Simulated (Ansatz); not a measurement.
The starting structures come from a database of crystals and need not be the phases stable at ambient conditions.

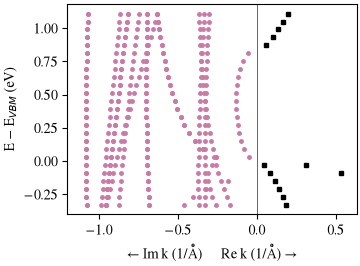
*Complex bands at the centre of the two-dimensional zone; r2SCAN (Ansatz, a first-principles code)*

No gap correction and no spin-orbit coupling; mid-gap values are interpolated between computed energies.

**Question.** This is NaSe (P6_3/mmc, not sure to be the ambient phase, 8 atoms a cell, 25.2 Å³ an atom) along the normal of (100). Read off the slowest decay at the centre of the two-dimensional zone at 0.39 eV, the computed energy nearest the middle of the gap.

**Answer.** κ ≈ 0.13 1/Å, a decay length 1/(2κ) of the density of 3.8 Å.
